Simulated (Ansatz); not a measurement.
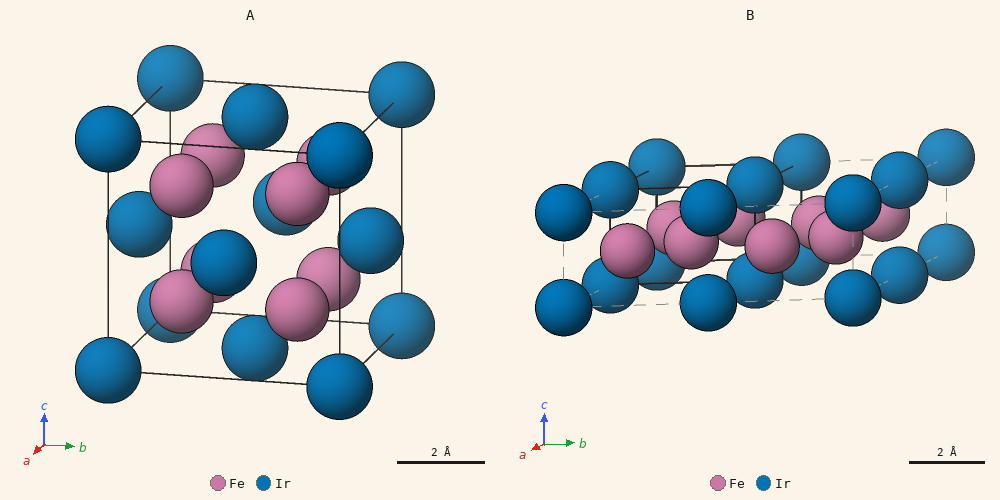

Two structures of Fe₂Ir, each relaxed to rest (conventional cells in solid outline, small ones repeated, not to one scale). Method: DFT PBE, scalar-relativistic, plane waves, PAW in Ansatz 0.2.0, without spin polarisation (spin-restricted runs, not always the ground states).

Characterise the two forms.

Answer. A: antifluorite, Fm-3m. B: AlB₂ type, P6/mmm.

Which form lies lower?

Answer. B is lower, by 597 meV/atom at this level of theory (energies at zero smearing). Volumes: A 14.3, B 11.8 Å³/atom.

One or both may be structure types tried for this composition rather than known phases.
